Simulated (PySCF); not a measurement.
## EPR calculation of C$_{4}$H$_{8}$ (charge +1)

System: C$_{4}$H$_{8}$, charge +1, multiplicity 2, SMILES [CH2][CH+]CC.
Method: UKS B3LYP, pcH-1 on C H, non-relativistic, mean-field spin-orbit, GIAO (PySCF 2.14.0).

It belongs to a series of runs on one base structure; here: X = H replaced by C2H5.

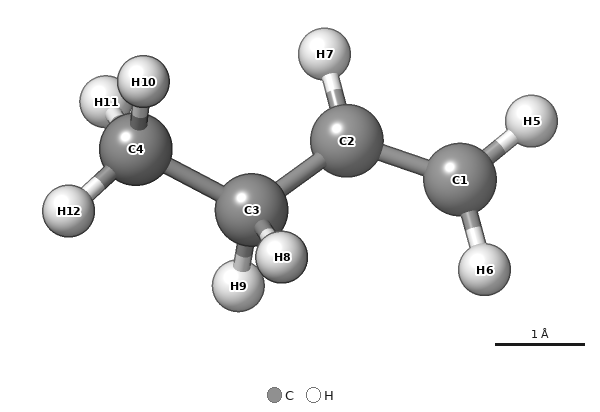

*The structure (ball-and-stick view, seen at a tilt; atoms are numbered from 1 in the order of the input).*

Input
```
{"job": {"kind": "epr", "basis": "pcH-1"}, "charge": 1, "multiplicity": 2}
C      2.005602     0.508354    -0.255948
C      0.657401     0.517853    -0.389885
C     -0.212275    -0.488507     0.227973
C     -1.687178    -0.235015     0.200861
H      2.607708     1.354751    -0.553812
H      2.540283    -0.331197     0.166567
H      0.179896     1.308970    -0.959075
H      0.134331    -0.769019     1.237154
H      0.009188    -1.426834    -0.326806
H     -1.955358     0.606494     0.851515
H     -2.036471     0.049393    -0.793873
H     -2.241930    -1.095927     0.569301
```

The first line tells a small driver script what to run in PySCF; the rest is the geometry in Å.

Command:
```bash
OMP_NUM_THREADS=1 python <driver script> task.json out
```

The program's output
```
UKS, coarse grid
  cycle   1  E = -156.86555186  |g| = 2.20e-01
  cycle   2  E = -156.82486497  |g| = 3.32e-01
  cycle   3  E = -156.88979110  |g| = 5.49e-02
  cycle   4  E = -156.89136871  |g| = 2.25e-02
  cycle   5  E = -156.89162914  |g| = 5.32e-03
  cycle   6  E = -156.89164627  |g| = 2.50e-03
  cycle   7  E = -156.89165096  |g| = 8.19e-04
UKS, final grid
  cycle   1  E = -156.89165779  |g| = 1.04e-03
  cycle   2  E = -156.89165721  |g| = 1.50e-03
  cycle   3  E = -156.89165839  |g| = 1.06e-04
  cycle   4  E = -156.89165840  |g| = 6.49e-05
  cycle   5  E = -156.89165841  |g| = 2.81e-05
E = -156.89165841 Eh   <S^2> = 0.7531 (exact 0.7500)
g shifts (ppm)      1          2          3
  rmc          -134       -134       -134
  gc              1         28         22
  oz_so          57        418       1259
  total         -75        312       1147
hyperfine (MHz)  atom isotope    a_iso     a_fc   dipolar eigenvalues
    0   13C      34.16      34.16    -47.40    -45.08     92.47
    1   13C       4.43       4.43    -27.83    -22.82     50.65
    2   13C     -10.11     -10.11    -11.48     -8.65     20.13
    3   13C      -4.12      -4.12     -2.15     -0.87      3.02
    4    1H     -27.63     -27.63    -22.06     -5.33     27.39
    5    1H     -28.03     -28.03    -20.86     -5.69     26.55
    6    1H      -9.93      -9.93    -13.06     -5.58     18.64
    7    1H     118.50     118.50     -8.17     -3.88     12.05
    8    1H     270.49     270.49     -9.57     -3.20     12.77
    9    1H      53.08      53.08     -2.84     -0.73      3.57
   10    1H      19.48      19.48     -2.62     -0.91      3.53
   11    1H       1.79       1.79     -1.87     -1.55      3.42
```

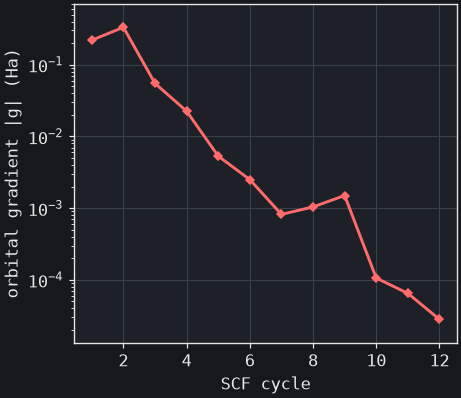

*Convergence of the self-consistent field: orbital gradient |g| against the SCF cycle.*

All cycles printed in the log are drawn one after another.

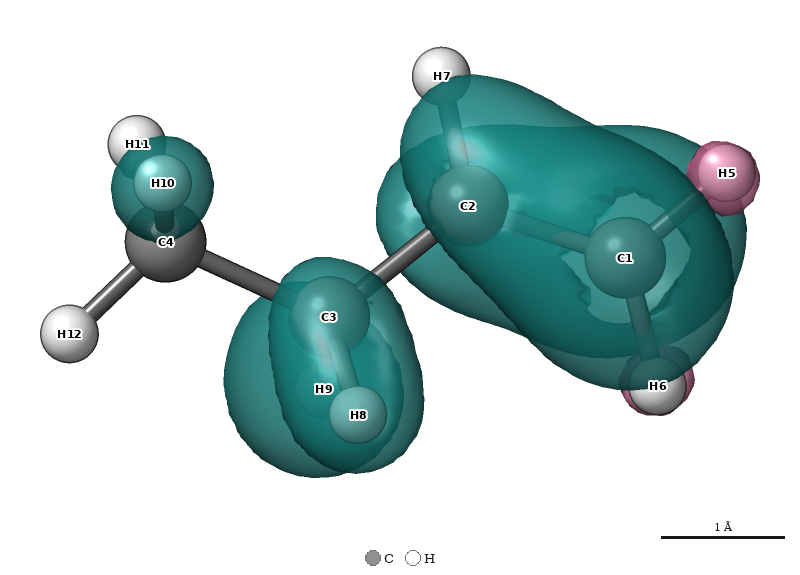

*Isosurfaces of the spin density at +0.015 (teal) and −0.015 e/Å³ (pink), seen face on.*

The unpaired spin (1 electron) lies mostly on C1 (about 0.4), C2 (about 0.3), C3 (about 0.1) and H9 (about 0.1), in electrons by Hirshfeld's partition.

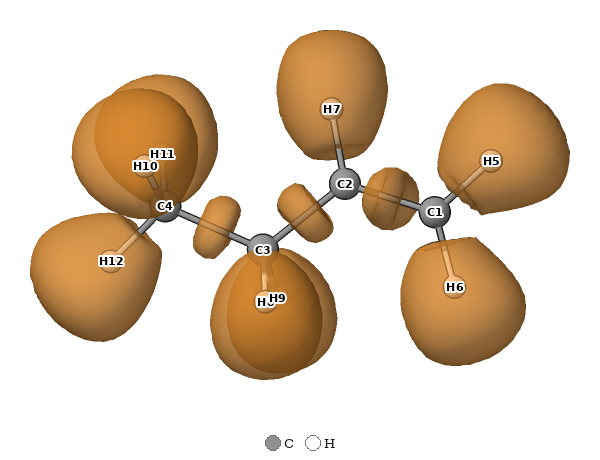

*Isosurface of the ELF at 0.8 (orange), seen face on. Only the valence region is drawn (cores and ρ < 0.01 e/Å³ removed).*

Values along the shortest contacts: C–C (1.35 Å): the ELF peaks at about 0.95 between the atoms (a double or triple bond). C–H (1.08 Å): the ELF climbs to about 1 towards the hydrogen, as it does in any bond to H (a covalent bond by its length).

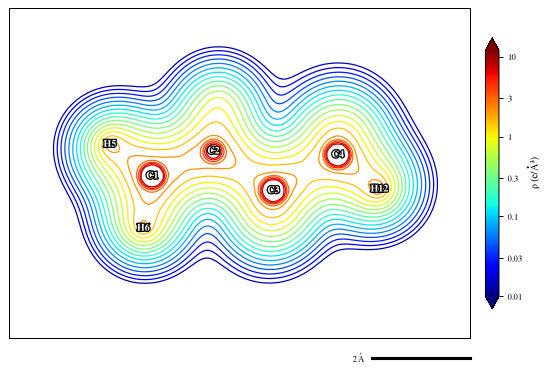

*Electron density on the plane of atoms C3, C4 and H12.*

The section cuts through C and H sites. C–H (1.08 Å): ρ is about 2.2 e/Å³ halfway. C–C (1.47 Å): ρ at the midpoint is about 1.9 e/Å³.

Summary

| quantity | value |
| --- | --- |
| outcome | converged |
| total energy | −156.891658 hartree |
| ⟨S²⟩ | 0.753 |
| isotropic g | 2.0028 |
| hardware | 1 CPU thread, shared host |
| wall time | 17 s |
| peak memory | 0.63 GiB |
